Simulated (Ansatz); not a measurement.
# One shape, several levels: BH2F (SMILES BF)

Wanted: a comparison of 3 runs (PBE/cc-pVTZ, SVWN5/cc-pVTZ, r2SCAN0/cc-pVTZ) of BH2F. 

The calculation is run with Ansatz 0.2.0.

48 further runs of the same task are left out: 48 set aside as unsound or not needed.

**1. Starting point**

The species is BH2F (4 atoms), meant as a singlet with charge 0. As SMILES, `BF`. One bond was lengthened or shortened from a relaxed shape.

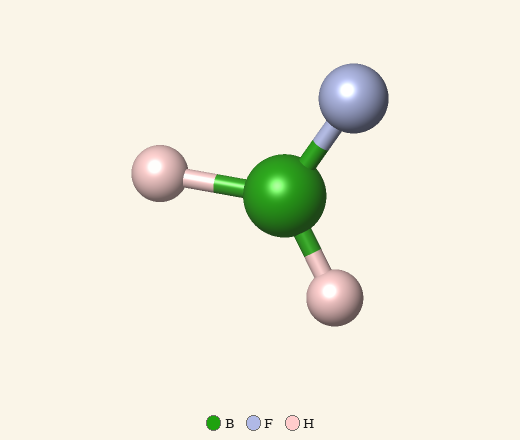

Viewed from a chosen angle; boron green, fluorine light blue, hydrogen pink.

**2. A single-point energy at PBE/cc-pVTZ (run 1)**

Contents of run.yaml:

```yaml
crystal:
  periodic: [false, false, false]
  atoms:
    - {symbol: B, position_ang: [0.120516, 0.092789, -0.063358]}
    - {symbol: F, position_ang: [1.209016, -0.199911, 0.617342]}
    - {symbol: H, position_ang: [-1.012500, -0.649100, 0.186200]}
    - {symbol: H, position_ang: [0.182016, 0.986389, -0.858158]}
basis:
  gaussian:
    orbitals: cc-pVTZ
hamiltonian:
  xc: pbe
accuracy: high
output: {orbitals: {seedname: orbitals}}
```

Started as:

```
$ ansatz run run.yaml --threads 1 --pin off --max-ram 3480MiB --events-out events.jsonl --progress --plain --runs-dir runs
```

The log of the run:

```text
Warning: RAYON_NUM_THREADS=1 ignored (pool sized by the plan → 1); use --threads N
Functional definition: PBE
  name "PBE"
  parameter kappa = 0.804
  parameter beta = 0.06672455060314922
  exchange = pbe_x(kappa = kappa, mu = beta*pi^2/3)
  correlation = pbe_c(beta = beta)
1435 factors; integrals over basis functions are off by at most 2.8e-9 eV
mean field evaluation 1: about -3422.3578 eV, gradient 2.7e1 eV
mean field evaluation 2: about -3420.9980 eV, gradient 4.4e1 eV
mean field evaluation 4: about -3423.6308 eV, gradient 1.4e0 eV
mean field evaluation 8: about -3423.6327 eV, gradient 5.7e-3 eV
mean field evaluation 16: about -3423.6327 eV, gradient 6.2e-8 eV
mean field -3423.63268854 eV, -125.8161806821 hartree, gradient 6.6e-8 eV, S^2 0.000000; 0 other end points of the search recorded, 0 dependent functions left out
reference -3423.63269156 eV, -125.8161807932 hartree; 8, 8 occupied and 80, 80 virtual orbitals, 1435 factors
Total energy: -3423.63269156 eV, -125.8161807932 hartree
```

It took 2.4 s on 1 thread of Arm Neoverse V1, shared host; peak memory 0.15 GiB.

**3. The energy at SVWN5/cc-pVTZ (run 2)**

Contents of molecule.yaml:

```yaml
crystal:
  periodic: [false, false, false]
  atoms:
    - {symbol: B, position_ang: [0.120516, 0.092789, -0.063358]}
    - {symbol: F, position_ang: [1.209016, -0.199911, 0.617342]}
    - {symbol: H, position_ang: [-1.012500, -0.649100, 0.186200]}
    - {symbol: H, position_ang: [0.182016, 0.986389, -0.858158]}
basis:
  gaussian:
    orbitals: cc-pVTZ
output: {orbitals: {seedname: orbitals}}
accuracy: high
hamiltonian:
  xc: {name: SVWN5}
```

Started as:

```
$ ansatz run molecule.yaml --threads 1 --pin off --max-ram 3480MiB --events-out events.jsonl --progress --plain --runs-dir runs
```

The log of the run:

```text
Warning: RAYON_NUM_THREADS=1 ignored (pool sized by the plan → 1); use --threads N
Functional definition: SVWN5
  name "SVWN5"
  exchange = slater_x
  correlation = vwn5_c
1435 factors; integrals over basis functions are off by at most 2.8e-9 eV
mean field evaluation 1: about -3400.6613 eV, gradient 2.6e1 eV
mean field evaluation 2: about -3399.5502 eV, gradient 4.2e1 eV
mean field evaluation 4: about -3401.9586 eV, gradient 1.6e0 eV
mean field evaluation 8: about -3401.9620 eV, gradient 2.5e-2 eV
mean field evaluation 16: about -3401.9620 eV, gradient 4.5e-7 eV
mean field -3401.96199007 eV, -125.0197972023 hartree, gradient 6.0e-8 eV, S^2 0.000000; 0 other end points of the search recorded, 0 dependent functions left out
reference -3401.96199295 eV, -125.0197973084 hartree; 8, 8 occupied and 80, 80 virtual orbitals, 1435 factors
Total energy: -3401.96199295 eV, -125.0197973084 hartree
```

Wall time 1.7 s (1 thread of Arm Neoverse V1, shared host); peak memory 0.15 GiB.

**4. The energy at r2SCAN0/cc-pVTZ (run 3)**

Contents of in.yaml:

```yaml
crystal:
  periodic: [false, false, false]
  atoms:
    - {symbol: B, position_ang: [0.120516, 0.092789, -0.063358]}
    - {symbol: F, position_ang: [1.209016, -0.199911, 0.617342]}
    - {symbol: H, position_ang: [-1.012500, -0.649100, 0.186200]}
    - {symbol: H, position_ang: [0.182016, 0.986389, -0.858158]}
basis:
  gaussian:
    orbitals: cc-pVTZ
hamiltonian:
  xc: {name: r2SCAN0}
accuracy: high
output: {orbitals: {seedname: orbitals}}
```

Started as:

```
$ ansatz run in.yaml --threads 1 --pin off --max-ram 3480MiB --events-out events.jsonl --progress --plain --runs-dir runs
```

The log of the run:

```text
Warning: RAYON_NUM_THREADS=1 ignored (pool sized by the plan → 1); use --threads N
Functional definition: r2SCAN0
  name "r2SCAN0"
  parameter a = 0.25
  parameter k0 = 0.174
  parameter k1 = 0.065
  parameter a1 = 4.9479
  exchange = (1 - a)*r2scan_x(k0 = k0, k1 = k1, a1 = a1) + a*exact_x
  correlation = r2scan_c
1435 factors; integrals over basis functions are off by at most 2.8e-9 eV
mean field evaluation 1: about -3424.7117 eV, gradient 2.4e1 eV
mean field evaluation 2: about -3424.2564 eV, gradient 3.1e1 eV
mean field evaluation 4: about -3425.4892 eV, gradient 4.9e-1 eV
mean field evaluation 8: about -3425.4895 eV, gradient 8.1e-3 eV
mean field evaluation 16: about -3425.4895 eV, gradient 3.9e-7 eV
mean field -3425.48948256 eV, -125.8844166038 hartree, gradient 6.8e-8 eV, S^2 0.000000; 0 other end points of the search recorded, 0 dependent functions left out
reference -3425.48948311 eV, -125.8844166239 hartree; 8, 8 occupied and 80, 80 virtual orbitals, 1435 factors
Total energy: -3425.48948311 eV, -125.8844166239 hartree
```

Run time: 4.8 s. Hardware: 1 thread of Arm Neoverse V1, shared host; peak memory 0.2 GiB.

**5. Overview of the runs**

```tsv
run	level	energy (Eh)	HOMO energy (eV)	LUMO energy (eV)	HOMO–LUMO gap (eV)	wall time
1	PBE/cc-pVTZ	-125.816181	-7.56	-2.26	5.30	2.4 s
2	SVWN5/cc-pVTZ	-125.019797	-7.60	-2.55	5.04	1.7 s
3	r2SCAN0/cc-pVTZ	-125.884417	-9.29	-0.92	8.37	4.8 s
```

**6. Results**

| quantity | value |
| --- | --- |
| run 3: total energy | -125.88442 Eh |
| run 3: HOMO energy | -9.29 eV |
| run 3: LUMO energy | -0.92 eV |
| run 3: HOMO–LUMO gap | 8.37 eV |

**Reading.** The HOMO–LUMO gap runs from 5.04 eV (SVWN5/cc-pVTZ) to 8.37 eV (r2SCAN0/cc-pVTZ). Totals of different functionals can't be ranked against each other. All runs together took 8.9 s, the longest 4.8 s.
